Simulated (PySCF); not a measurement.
## Electronic structure of C4H7F3Se in real space

```xyz
15

C     2.4543    0.1380   -0.3528
Se    1.1418   -1.0954    0.4084
C    -0.4747   -0.1031   -0.1936
C    -0.7870    1.1046    0.6733
C    -1.5989   -1.1113   -0.1425
F    -1.7579   -1.6279    1.0838
F    -1.3912   -2.1430   -0.9719
F    -2.7829   -0.5792   -0.4913
H     3.4339   -0.2904   -0.1613
H     2.2925    0.2239   -1.4244
H     2.3794    1.1089    0.1295
H    -0.3215    0.1738   -1.2416
H    -1.6841    1.6061    0.3129
H     0.0402    1.8096    0.6455
H    -0.9485    0.7934    1.7039
```

Geometry: GFN2-xTB.

The calculation used PBE0/def2-SVPD, SCF density, gas phase (PySCF 2.14.0).

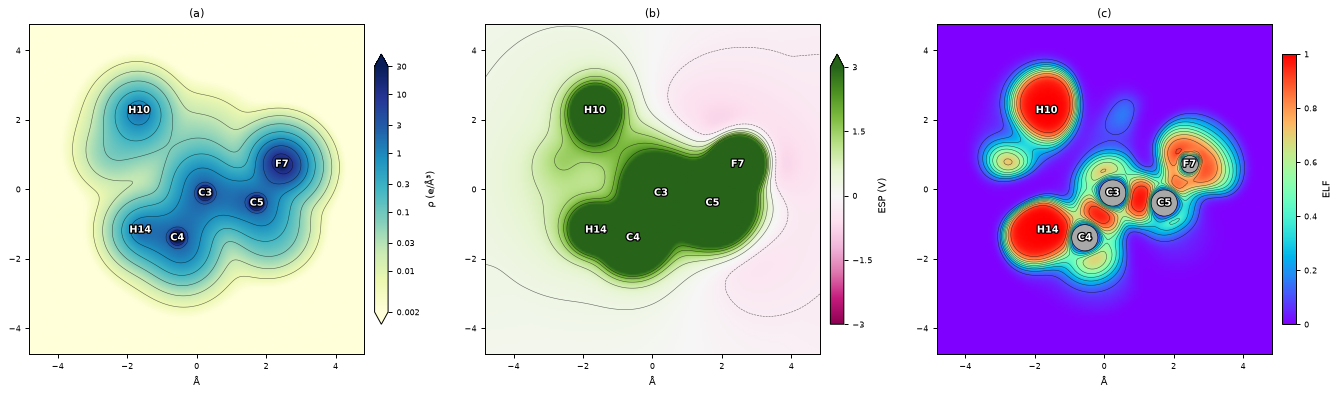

Figure 1. (a) total electron density; (b) electrostatic potential; (c) ELF on the plane of atoms C4, C3 and C5. Grey discs cover the atomic cores in the ELF map.

Question: What does the map show?

Answer: The plane passes through C, F and H nuclei.
C–F (1.34 Å): ρ is about 2.4 e/Å³ halfway; the ELF peaks at about 0.85 between the atoms, as expected for a shared but strongly polarised pair.
C–C (1.51 Å): ρ at the midpoint is about 1.8 e/Å³; the ELF peaks at about 1 between the atoms: a shared electron pair.
C–H (1.09 Å): ρ is about 1.9 e/Å³ halfway; the ELF climbs to about 1 towards the hydrogen, as it does in any bond to H (a covalent bond by its length).
The ELF also peaks beside F7, away from the bonds: lone-pair regions.
Outside the dense part of the molecule the potential is most negative (−0.7 V) near F7.

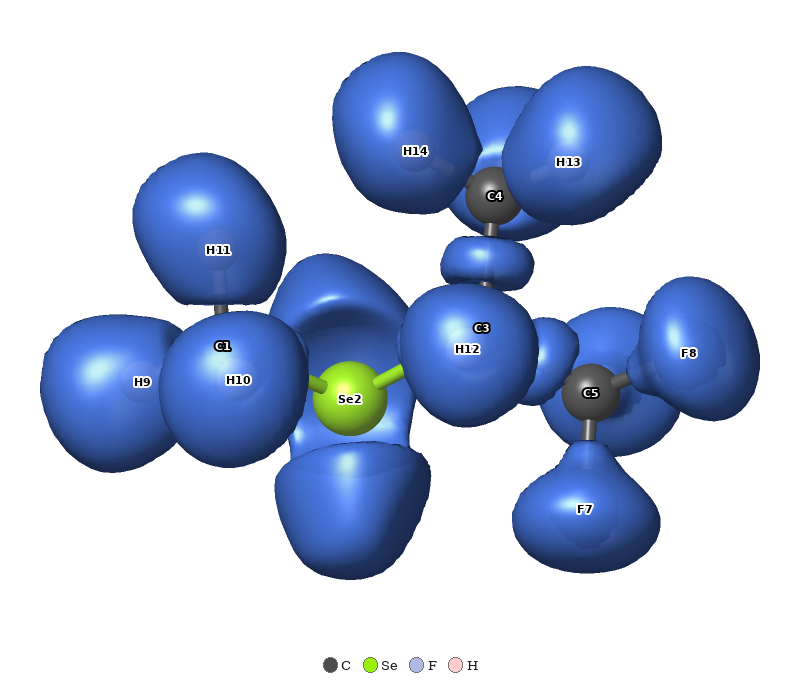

Figure 2. Isosurface of the ELF at 0.75 (blue), seen across its widest extent. Only the valence region is drawn (cores and ρ < 0.01 e/Å³ removed).

Question: Where are the electrons localised?

Answer: At this value the surface marks out two regions between bonded C–C atoms (shared pairs), two regions between bonded C–Se atoms (shared pairs), seven regions around hydrogen nuclei, three regions on F in which the atom's valence shell and bonds are merged and one region wrapped around Se (its valence shell).

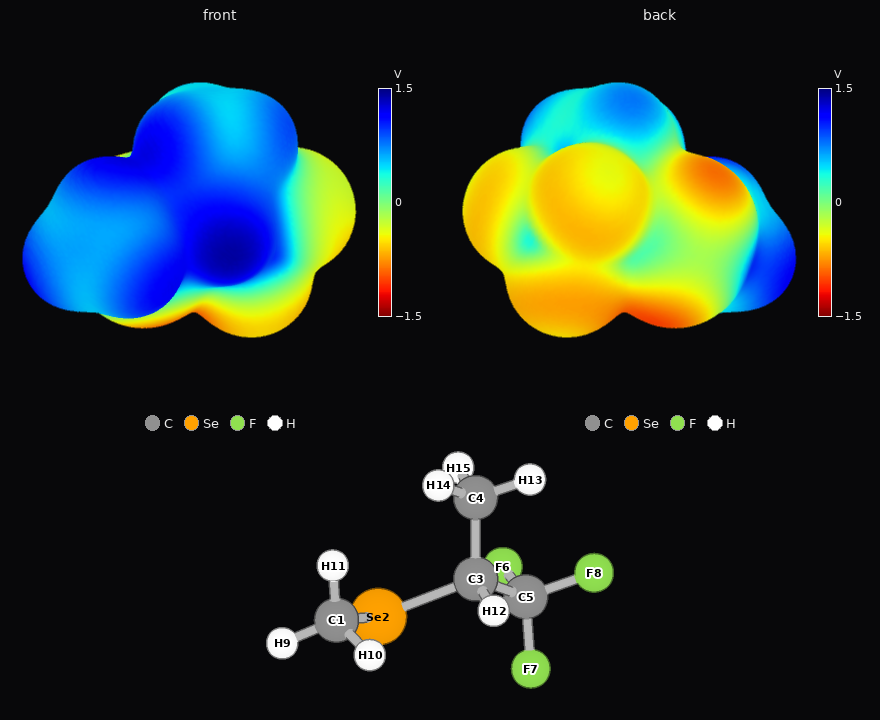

Figure 3. The electrostatic potential painted on the density surface at 0.002 e/bohr³, seen from the front and from behind; the colour scale runs from red (negative) to blue (positive). The bare structure is drawn below in the same view.

Question: Describe the electrostatic potential map.

Answer: The most negative region (about −1.0 V, or −23 kcal/mol for a unit charge) lies over Se2, the most positive (about +1.4 V, or +32 kcal/mol for a unit charge) over H12.

Question: How polar is the molecule by this calculation?

Answer: Its dipole moment is 3.45 D.
